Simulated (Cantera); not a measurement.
A closed system holds: 1 mol trisilylamine, 0.35 mol N2, held at 13000 Pa.

Cantera equilibrium calculation (NASA polynomials, part measured and part estimated; ideal gas, pure solids and liquids). Candidate condensed phases: Si, Si3N4; 18 gas species. The feed counts by its element totals alone. Mutual solubility and eutectic melting of coexisting phases are not modelled. Gases not in the tables: Si2H6 and higher silanes. Rates play no part.

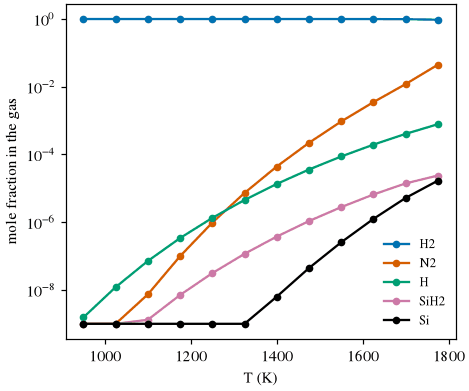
Figure: Equilibrium gas composition (values under 1e-9 drawn at 1e-9)

From 950 K to 1625 K the condensed part is Si(s) + Si3N4(s). From 1700 K to 1775 K the condensed part is Si(l) + Si3N4(s). The main Si-bearing gas is SiH4 at 950 K and SiH2 at 1775 K.
